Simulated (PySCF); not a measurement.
Si(Vi)(OH)(OEt)(NH2), SMILES C=C[Si](N)(O)OCC (C4H11NO2Si) at its GFN2-xTB optimised geometry (Å):

```
19

C     -1.3846    -1.3445     2.6295
C     -0.9625    -1.9629     1.5391
Si    -0.2731    -1.1127     0.0000
N     -0.8379     0.5177     0.0000
O      1.3656    -1.1127     0.0000
O     -0.7241    -1.8711    -1.3640
C     -0.1824    -3.0316    -1.9419
C     -0.5807    -3.1000    -3.4083
H     -1.7713    -1.8730     3.4883
H     -1.3612    -0.2700     2.7059
H     -1.0130    -3.0463     1.5206
H     -1.8254     0.6575     0.1301
H     -0.5170     1.1127    -0.7479
H      1.8254    -0.6228     0.6754
H     -0.5635    -3.9092    -1.4048
H      0.9075    -3.0134    -1.8415
H     -1.6638    -3.1081    -3.4987
H     -0.1960    -2.2321    -3.9372
H     -0.1773    -4.0018    -3.8612
```

Level of theory: B3LYP/def2-SVP run with PySCF. Cells within 0.4 Å of a nucleus heavier than hydrogen are left out (blank, or x).

Map of the electrostatic potential (hartree/e), clipped to [-0.08, 0.12] on the plane z = 0.0 Å:

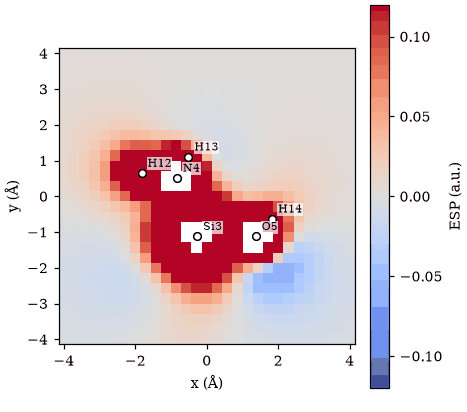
Figure: Electrostatic potential (hartree/e), clipped to [-0.08, 0.12] on the plane z = 0.0 Å.
